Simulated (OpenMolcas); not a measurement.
**quartet C2H6B: levels of theory compared**

Wanted: a comparison of 5 runs (UB3LYP/6-31G*, U-r2SCAN/6-311+G**, U-revPBE/6-311+G**, UB3LYP/6-311+G**, UPBE0/6-311+G**) of quartet C2H6B. 

The results are computed with OpenMolcas 26.06.

## (1) Starting point

The species is C2H6B (9 atoms), meant as a quartet with charge 0. SMILES of the parent species: `[CH2]BC`. The coordinates come from a PBE0-D4/def2-TZVP relaxation. This is one conformer, not always the lowest. That shape belongs to the parent species and isn't relaxed for this state.

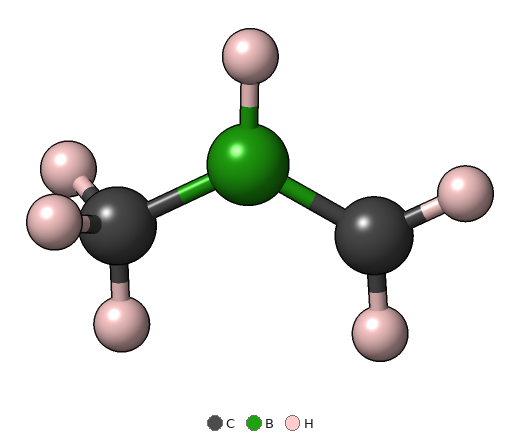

The structure, seen from a chosen angle (carbon dark grey, boron green, hydrogen pink).

## (2) A single-point energy at UB3LYP/6-31G(d) (Cartesian functions) (run 1)

Contents of mol.inp:

```
>>> EXPORT MOLCAS_PRINT=2

&GATEWAY
 BasLib=$CurrDir
 BasisSet
 C.6-31Gs....
 C1 -0.840100 0.743300 -1.023500 angstrom
 C3 0.525000 -0.860100 0.691800 angstrom
 End of Basis
 BasisSet
 B.6-31Gs....
 B2 0.191800 0.540800 0.089100 angstrom
 End of Basis
 BasisSet
 H.6-31Gs....
 H4 -1.406600 -0.078400 -1.457800 angstrom
 H5 -1.074500 1.714900 -1.450600 angstrom
 H6 0.769100 1.506600 0.513000 angstrom
 H7 -0.036500 -1.695300 0.267500 angstrom
 H8 1.596100 -1.069200 0.576400 angstrom
 H9 0.364200 -0.849200 1.777100 angstrom
 End of Basis

&SEWARD
 GridInput
 Grid=UltraFine
 End of Grid

&SCF
 UHF
 Spin=4
 KSDFT=B3LYP
 Thresholds=1e-10 1e-07 1e-07 1e-05
 PrOrbitals=0
```

The basis set 6-31G* is read from a file made from the Basis Set Exchange's data (not shown).

Launch:

```
$ export MOLCAS_MEM=1860
$ pymolcas mol.inp > mol.log
```

Log:

```text
--- Start Module: gateway ---
[...]
--- Stop Module: gateway /rc=_RC_ALL_IS_WELL_ ---
--- Start Module: seward ---
[...]
      Basis functions           57
--- Stop Module: seward /rc=_RC_ALL_IS_WELL_ ---
[...]
--- Start Module: scf ---
[...]
       Convergence after  22 Iterations
[...]
::    Total KS-DFT energy                            -104.3665222654
[...]
      Total spin, S                                     1.5013628982
[...]
      Total electronic charge=   23.000000
      Total            charge=   -0.000000
[...]
      Dipole Moment (debye):
      Origin of the operator (angstrom)=   -0.0355    0.0993   -0.0675
                   X=  2.7467E-01               Y= -5.9816E-01               Z=  3.9024E-01           Total=  7.6520E-01
      Quadrupole Moment (debye*angstrom):
[...]
--- Stop Module: scf /rc=_RC_ALL_IS_WELL_ ---
[...]
```

It took 47 s on 1 thread of AMD EPYC 7R43 (Zen 3), shared host; peak memory 0.39 GiB.

## (3) The energy at U-r2SCAN/6-311+G(d,p) (run 2)

Contents of calc.input:

```
* C2H6B Kohn-Sham DFT
&GATEWAY
BasLib = $CurrDir
Coord
9
angstrom
C       -0.840100       0.743300      -1.023500
B        0.191800       0.540800       0.089100
C        0.525000      -0.860100       0.691800
H       -1.406600      -0.078400      -1.457800
H       -1.074500       1.714900      -1.450600
H        0.769100       1.506600       0.513000
H       -0.036500      -1.695300       0.267500
H        1.596100      -1.069200       0.576400
H        0.364200      -0.849200       1.777100
Basis = 6-311pGss
Group = NoSym
&SEWARD
GridInput
Grid=UltraFine
End of Grid
&SCF
UHF
Spin = 4
KSDFT = 2
1.0 MGGA_X_R2SCAN
1.0 MGGA_C_R2SCAN
Thresholds = 1e-10 1e-07 1e-07 1e-05
PrOrbitals = 1
```

The basis set 6-311+G** is read from a file made from the Basis Set Exchange's data (not shown).

Launch:

```
$ export MOLCAS_MEM=1860
$ pymolcas calc.input > calc.log
```

Log:

```text
--- Start Module: gateway ---
[...]
--- Stop Module: gateway /rc=_RC_ALL_IS_WELL_ ---
--- Start Module: seward ---
[...]
      Basis functions          102
--- Stop Module: seward /rc=_RC_ALL_IS_WELL_ ---
[...]
--- Start Module: scf ---
[...]
       Convergence after  23 Iterations
[...]
::    Total KS-DFT energy                            -104.3368977471
[...]
      Total spin, S                                     1.5026028644
[...]
      Total electronic charge=   23.000000
      Total            charge=   -0.000000
[...]
      Dipole Moment (debye):
      Origin of the operator (angstrom)=   -0.0355    0.0993   -0.0675
                   X=  6.1903E-02               Y= -4.9541E-01               Z=  1.4692E-01           Total=  5.2043E-01
      Quadrupole Moment (debye*angstrom):
[...]
--- Stop Module: scf /rc=_RC_ALL_IS_WELL_ ---
[...]
```

Run time: 2.6 min. Hardware: 1 thread of AMD EPYC 7R43 (Zen 3), shared host; peak memory 0.57 GiB.

Runs 3 to 4 aren't shown in full; the table further down has their settings and results.

## (4) The energy at UPBE0/6-311+G(d,p) (run 5)

Contents of mol.input:

```
* C2H6B Kohn-Sham DFT

&gateway
  baslib=$CurrDir
  coord
  9
  angstrom
  C       -0.840100       0.743300      -1.023500
  B        0.191800       0.540800       0.089100
  C        0.525000      -0.860100       0.691800
  H       -1.406600      -0.078400      -1.457800
  H       -1.074500       1.714900      -1.450600
  H        0.769100       1.506600       0.513000
  H       -0.036500      -1.695300       0.267500
  H        1.596100      -1.069200       0.576400
  H        0.364200      -0.849200       1.777100
  basis=6-311pGss
  group=NoSym

&seward
  gridinput
  Grid=UltraFine
  End of Grid

&scf
  uhf
  spin=4
  ksdft=PBE0
  thresholds=1e-10 1e-07 1e-07 1e-05
  prorbitals=0
```

The basis set 6-311+G** is read from a file made from the Basis Set Exchange's data (not shown).

Launch:

```
$ export MOLCAS_MEM=1860
$ pymolcas mol.input > mol.log
```

Log:

```text
--- Start Module: gateway ---
[...]
--- Stop Module: gateway /rc=_RC_ALL_IS_WELL_ ---
--- Start Module: seward ---
[...]
      Basis functions          102
--- Stop Module: seward /rc=_RC_ALL_IS_WELL_ ---
[...]
--- Start Module: scf ---
[...]
       Convergence after  22 Iterations
[...]
::    Total KS-DFT energy                            -104.2591568394
[...]
      Total spin, S                                     1.5017483353
[...]
      Total electronic charge=   23.000000
      Total            charge=   -0.000000
[...]
      Dipole Moment (debye):
      Origin of the operator (angstrom)=   -0.0355    0.0993   -0.0675
                   X=  2.0922E-01               Y= -4.8714E-01               Z=  2.9869E-01           Total=  6.0852E-01
      Quadrupole Moment (debye*angstrom):
[...]
--- Stop Module: scf /rc=_RC_ALL_IS_WELL_ ---
[...]
```

Run time: 99 s. Hardware: 1 thread of AMD EPYC 7R43 (Zen 3), shared host; peak memory 0.57 GiB.

## (5) The series

```csv
run,level,Cartesian functions,energy (Eh),dipole moment (D),HOMO energy (eV),⟨S²⟩,wall time
1,UB3LYP/6-31G* (Cartesian functions),yes,-104.366522,0.77,-1.55,3.755,47 s
2,U-r2SCAN/6-311+G**,no,-104.336898,0.52,-1.69,3.760,2.6 min
3,U-revPBE/6-311+G**,no,-104.375861,0.77,-1.43,3.755,2.2 min
4,UB3LYP/6-311+G**,no,-104.408252,0.76,-2.17,3.756,96 s
5,UPBE0/6-311+G**,no,-104.259157,0.61,-2.46,3.757,99 s
```

## (6) Results

| quantity | value |
| --- | --- |
| run 5: total energy | -104.25916 Eh |
| run 5: dipole moment | 0.61 D |
| run 5: HOMO energy (highest over α and β) | -2.46 eV |
| run 5: ⟨S²⟩ | 3.757 |

The dipole moment (its size) runs from 0.52 D (U-r2SCAN/6-311+G**) to 0.77 D (U-revPBE/6-311+G**). Totals of different functionals can't be ranked against each other. All runs together took 8.8 min, the longest 2.6 min.
